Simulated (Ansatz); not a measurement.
Run report: SnPH₇, frequency calculation

- system: SnPH₇
- method: RKS BHLYP/def2-SVP (Ansatz 0.2.0)

It belongs to a series of runs on one base structure; here: vibrations at the highest image of the band. Figures and captions count atoms from 1; the log counts them from 0 in places.

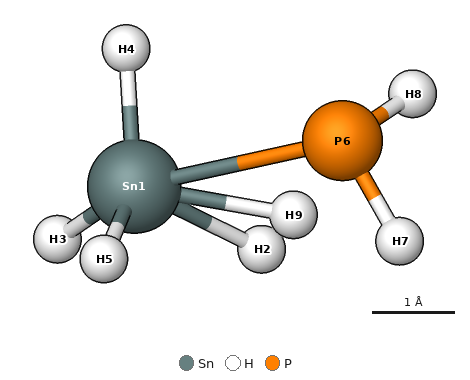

The structure (ball-and-stick view, seen at a tilt; atoms are numbered from 1 in the order of the input). Sticks mark near contacts. Bond lengths as drawn: H–P 1.42 Å, H–Sn 1.70 to 2.01 Å and P–Sn 2.97 Å.

## Input
```yaml
crystal:
  periodic: [false, false, false]
  atoms:
    - { symbol: Sn, position_ang: [-0.12595, 0.100359, -0.192082] }
    - { symbol: H, position_ang: [-0.138046, -0.598125, 1.691901] }
    - { symbol: H, position_ang: [1.596381, -0.021685, -0.048063] }
    - { symbol: H, position_ang: [-0.508895, 1.748632, -0.307737] }
    - { symbol: H, position_ang: [-0.631301, -1.062941, -1.316855] }
    - { symbol: P, position_ang: [-2.901922, -0.131524, 0.835857] }
    - { symbol: H, position_ang: [-3.012841, -1.428628, 1.401988] }
    - { symbol: H, position_ang: [-2.908477, 0.546081, 2.083188] }
    - { symbol: H, position_ang: [-1.069451, -0.464268, 1.472005] }
basis:
  gaussian: { orbitals: def2-SVP }
hamiltonian:
  xc: { name: BHLYP }
phonons: {}
```

Launch command:
```bash
ansatz run input.yaml --threads 1 --pin off --max-ram 2048MiB --backend cpu --events-out ev --progress --plain --runs-dir out
```

## What the program printed
```
Engine: ansatz 0.2.0, x86_64-unknown-linux-gnu
Functional definition: BHLYP
  parameter a = 0.5
  exchange = (1 - a)*b88_x + a*exact_x
  correlation = lyp_c
925 factors; integrals over basis functions are off by at most 3.5e-4 eV
mean field evaluation 1: about -15223.8156 eV, gradient 1.4e1 eV
mean field evaluation 2: about -15224.1252 eV, gradient 1.1e1 eV
mean field evaluation 4: about -15224.5312 eV, gradient 4.4e-1 eV
mean field evaluation 8: about -15224.5334 eV, gradient 7.3e-3 eV
mean field -15224.53344524 eV, -559.4912845531 hartree, gradient 9.5e-6 eV, S^2 0.000000; 0 other end points of the search recorded, 0 dependent functions left out
the calculation of the forces begins
reference -15224.53362645 eV, -559.4912912126 hartree; 22, 22 occupied and 57, 57 virtual orbitals, 925 factors
these checks for a lower state are left out or cut short: stability, starts, cluster_reference, orbital_swaps, neighbouring_geometries, increment
925 factors; integrals over basis functions are off by at most 3.6e-4 eV
mean field evaluation 16: about -15224.5319 eV, gradient 1.9e-1 eV
mean field -15224.53340028 eV, -559.4912829009 hartree, gradient 2.0e-6 eV, S^2 0.000000; 0 other end points of the search recorded, 0 dependent functions left out
[... from here on the field's lines of each further geometry are left out, up to the last ...]
the calculation of the forces begins
reference -15224.53361095 eV, -559.4912906430 hartree; 22, 22 occupied and 57, 57 virtual orbitals, 925 factors
these checks for a lower state are left out or cut short: stability, starts, cluster_reference, orbital_swaps, neighbouring_geometries, increment
925 factors; integrals over basis functions are off by at most 3.5e-4 eV
mean field -15224.53343054 eV, -559.4912840129 hartree, gradient 2.9e-6 eV, S^2 0.000000; 0 other end points of the search recorded, 0 dependent functions left out
the calculation of the forces begins
reference -15224.53361174 eV, -559.4912906719 hartree; 22, 22 occupied and 57, 57 virtual orbitals, 925 factors
WARN: phonons: modes at or below zero, which the zero-point energy, F, S and C_V leave out: 1, the lowest at -1745.20 cm⁻¹. A minimum has none, and a first-order saddle one
Total energy: -15224.53362645 eV, -559.4912912126 hartree
Atom 0 at    -0.125950     0.100359    -0.192082 Å, force     0.000636     0.001144     0.000341 eV/Å
Atom 1 at    -0.138046    -0.598125     1.691901 Å, force     0.000507     0.001306    -0.000129 eV/Å
Atom 2 at     1.596381    -0.021685    -0.048063 Å, force     0.000355    -0.000707    -0.000211 eV/Å
Atom 3 at    -0.508895     1.748632    -0.307737 Å, force     0.000330    -0.000620     0.000136 eV/Å
Atom 4 at    -0.631301    -1.062941    -1.316855 Å, force    -0.000664    -0.000633    -0.000122 eV/Å
Atom 5 at    -2.901922    -0.131524     0.835857 Å, force     0.000409    -0.000174    -0.000456 eV/Å
Atom 6 at    -3.012841    -1.428628     1.401988 Å, force    -0.000220    -0.000769    -0.000745 eV/Å
Atom 7 at    -2.908477     0.546081     2.083188 Å, force    -0.000143    -0.000097     0.001360 eV/Å
Atom 8 at    -1.069451    -0.464268     1.472005 Å, force    -0.001210     0.000549    -0.000175 eV/Å
Dipole moment:     0.613060     0.028052    -0.163410 e Å
Vibrations: -1745.20 112.81 150.59 188.89 400.39 432.53 515.83 596.48 652.99 748.98 795.38 1020.60 1130.53 1136.48 1470.96 1751.68 1875.42 1992.60 2024.17 2441.72 2454.36 cm⁻¹, zero-point energy 1.357217 eV
```

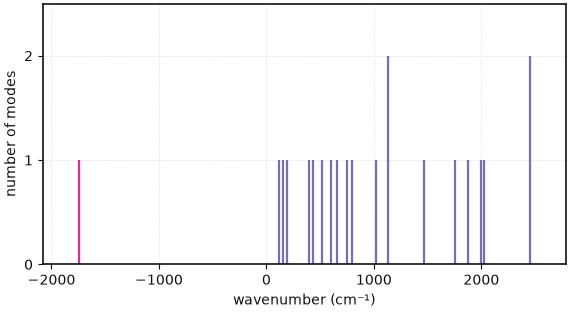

Harmonic vibrational wavenumbers from the force constants; neighbouring modes closer than 19 cm⁻¹ are counted in one stick, and imaginary ones are drawn at negative wavenumbers. 21 modes from 1745i to 2454 cm⁻¹, 1 imaginary beyond 8i (1745i cm⁻¹): a first-order saddle point, if the geometry is stationary.

## Summary

| quantity | value |
| --- | --- |
| outcome | converged |
| total energy | −15224.5336 eV |
| mean-field energy | −15224.5336 eV |
| largest force (length of the vector) | 0.001 eV/Å |
| hardware | 1 thread of Intel Xeon @ 2.50GHz (Skylake/Cascade Lake), 32 GiB of memory available, shared host |
| wall time | 3 min |
| peak memory | 0.18 GiB |
